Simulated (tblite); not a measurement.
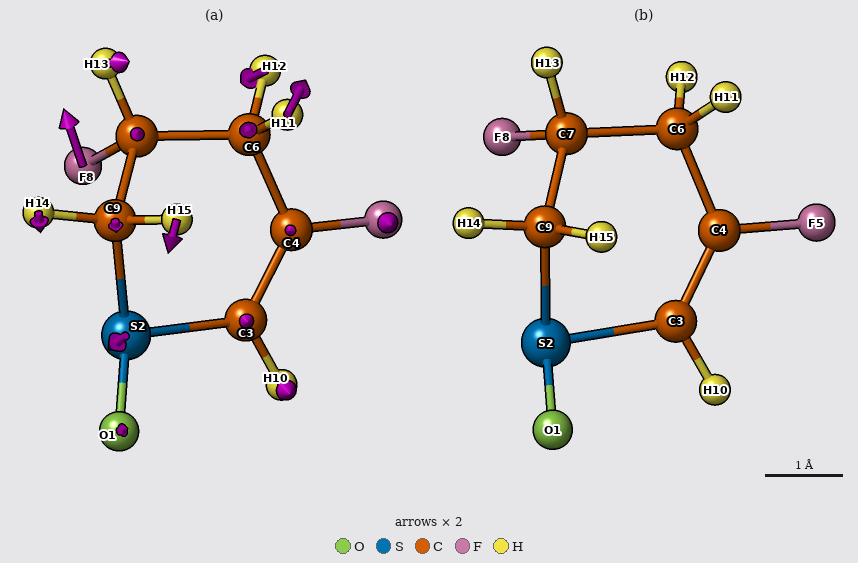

The structure of C$_{5}$H$_{6}$F$_{2}$OS before (left) and after (right) a relaxation, at one scale. The purple arrows give the displacements, magnified 2 times.

Style: ball-and-stick. Shown from a free direction.

Method: GFN2-xTB geometry optimisation, gas phase (tblite 0.8.0). 

Describe what moved and what it gained.

Answer. After 75 geometry steps the energy has fallen by 69.5 kJ/mol. F8 moves most after the best rigid fit: 0.42 Å. Largest moves by element: F 0.42 Å, H 0.41 Å, S 0.23 Å, C 0.15 Å, O 0.09 Å. Near-neighbour distances that change, for instance: S2–C9 1.801 → 1.867 Å, C6–C7 1.491 → 1.526 Å, O1–S2 1.491 → 1.458 Å, S2–C3 1.790 → 1.814 Å. Bond angles that change, for instance: C3–S2–C9 103.7° → 93.9°, O1–S2–C3 113.7° → 105.1°, O1–S2–C9 113.7° → 105.7°. Groups turn about C6–C7 by about 20°.
